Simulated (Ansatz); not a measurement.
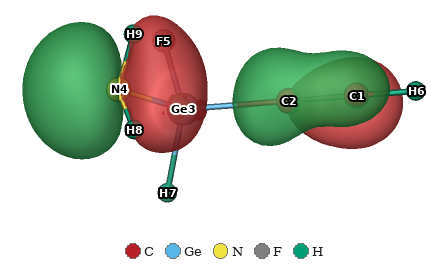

The picture shows: C$_{2}$H$_{4}$FGeN (SMILES C#[C][GeH]([NH2])[F]). The HOMO at ±0.1 Å⁻³ᐟ² (green and red are the two phases), seen from one side.

Not at a stationary point (largest force 1.1 eV/Å).

All numbers below come from Ansatz, SCF cam_b3lyp, Gaussian basis.

```tsv
atom	x (Å)	y (Å)	z (Å)
C	2.2924	0.1722	-0.6041
C	1.2206	0.1327	-0.0545
Ge	-0.4643	0.0702	0.8081
N	-1.8022	-0.2153	-0.4587
F	-0.4749	-1.2408	1.9761
H	3.2335	0.2070	-1.0867
H	-0.7210	1.4142	1.5361
H	-1.7258	0.5582	-1.1563
H	-1.5583	-1.0984	-0.9601
```

What is the character of this orbital?

By Hirshfeld shares it lies mainly on N4 (about 65 %), C2 (about 10 %), C1 (about 10 %) and Ge3 (about 5 %). Its energy is −9.16 eV.
